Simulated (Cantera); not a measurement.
A closed system holds: 1 mol SiCl₄, 1.8 mol HCl, 0.2 mol H₂, equilibrated at 0.730 bar.

These are equilibrium values from Cantera (NASA tables, ideal gas, pure condensed phases), not measurements of a reactor. Candidate condensed phases: Si; 19 gas species. The tables' values for SiCl₃ are old estimates; treat these amounts as uncertain. The numbers say what is thermodynamically allowed, not how fast it happens.

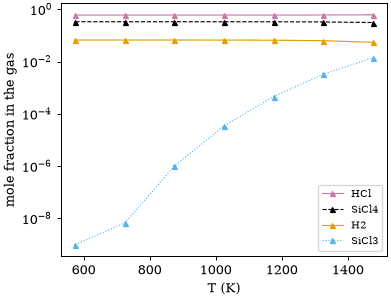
Fig. 1. Equilibrium gas composition (values under 1e-9 drawn at 1e-9)

Problem. Read off the mole fractions at 575 K.

Solution. HCl about 0.60, SiCl₄ about 0.33, H₂ about 0.067.
